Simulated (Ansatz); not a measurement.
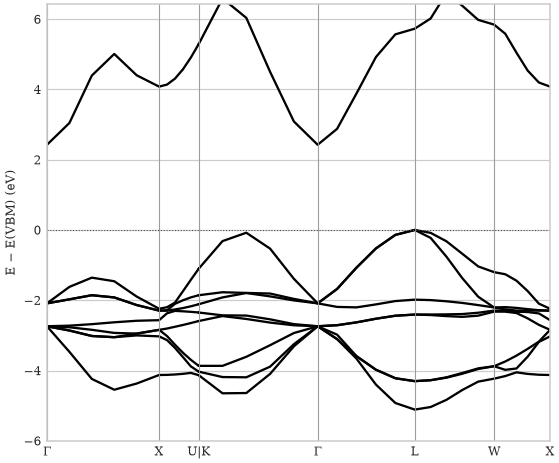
*Band structure from HSE06 in the plane-wave PAW code Ansatz*

### Question
Read off the gap and where the band edges lie.

### Answer
About 2.4 eV (2.42 eV among the points solved); maximum at L, minimum at Γ.

The material is AgCl (rock salt, space group No. 225).

Space group Fm-3m (rock salt). The cell was relaxed with HSE06 under the symmetry of its start. The run is not spin-polarised. The hybrid was solved on a coarse mesh, the path and, where they were found, the r²SCAN edge points; its band edges are the extreme levels among these. Spin–orbit coupling is left out wherever it is not named.

Potentials: the later of the program's two PAW sets.
